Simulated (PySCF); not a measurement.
Consider C3H7F2Si2 (doublet).

Input file:

```
{"job": {"kind": "epr", "basis": "pcH-1"}, "charge": 0, "multiplicity": 2}
C     -1.262846    -2.221161     0.444906
C     -1.272484    -0.899406     0.638176
Si     0.216249     0.208327     0.455553
Si     2.081753    -0.044276    -0.864200
C     -0.573258     1.984984     0.229363
F     -1.173048     2.429952     1.369000
F      0.421548     2.880979    -0.049093
H     -2.133312    -2.833608     0.614824
H     -0.384679    -2.736409     0.092641
H     -2.188359    -0.448658     1.009916
H      1.937873     0.213253    -2.303932
H      3.150939     0.823573    -0.365011
H      2.496818    -1.443428    -0.719045
H     -1.317871     2.085405    -0.575265
```

Command:

```sh
OMP_NUM_THREADS=1 python probes_run.py task.json out
```

Geometry: GFN2-xTB.

All numbers below come from PySCF, UKS B3LYP, pcH-1 on C F H Si, non-relativistic, mean-field spin-orbit, GIAO.

Q: Predict the electron density, electron localisation function and spin density between the atoms.

A: C–C (1.34 Å): ρ is about 2.3 e/Å³ halfway; the ELF peaks at about 0.95 between the atoms (a short, multiple covalent bond).
C–Si (1.86 Å): the density is about 0.94 e/Å³ at the midpoint; the ELF peaks at about 0.95 between the atoms, as expected for localised, covalent bonding.
C–H (1.08 Å): ρ at the midpoint is about 2.1 e/Å³; the ELF climbs to about 1 towards the hydrogen, as it does in any bond to H; a covalent bond by its length.
The unpaired spin (1 electron) lies mostly on Si3 (about 0.7), C1 (about 0.2) and Si4 (about 0.1), in electrons by Hirshfeld's partition.

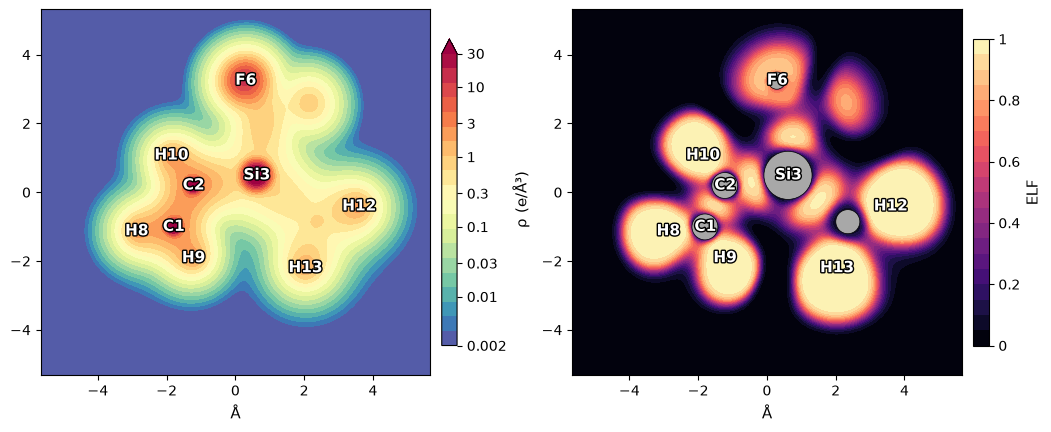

Computed electron density and electron localisation function on the plane of atoms H8, C1 and H9, in this order. Grey discs cover the atomic cores in the ELF map. 
